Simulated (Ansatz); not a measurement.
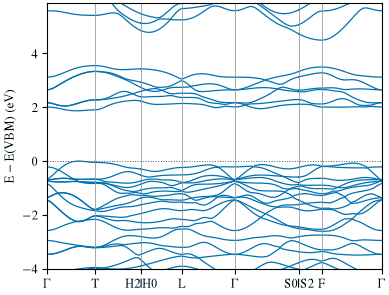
Figure. Band structure from the program Ansatz at the LDA level (PAW)

The gap is 1.87 eV; an edge lies off the plotted path or next to a special point (maximum off the standard path, minimum on the Γ–T line, 61 % of the way from Γ).

Q: Which compound is it?
(A) ScCuO2, R-3m (Sc on 3b, Cu on 3a, O on 6c)
(B) ZnCdSe2, R3m (Zn on 3a, Cd on 3a, Se on 3a, Se on 3a)
(C) SbI3, R-3 (Sb on 6c, I on 18f)
(D) SnTePbSe, R3m (Sn on 3a, Te on 3a, Pb on 3a, Se on 3a)

A: C, SbI3, R-3 (Sb on 6c, I on 18f)

The workflow started from a Materials Project entry (that database holds measured and hypothetical structures alike); the Crystallography Open Database files this formula in space group No. 148, but the cells were not matched. Whether it is the stable phase at ambient conditions was not checked. The cell was relaxed with LDA under the symmetry of its start; its stability against distortions is not shown here. A crystal of weakly bound layers computed without a dispersion correction: the cell and the soft elastic constants depend strongly on that. Spin–orbit coupling is left out wherever it is not named.

Potentials: the later of the program's two PAW sets.
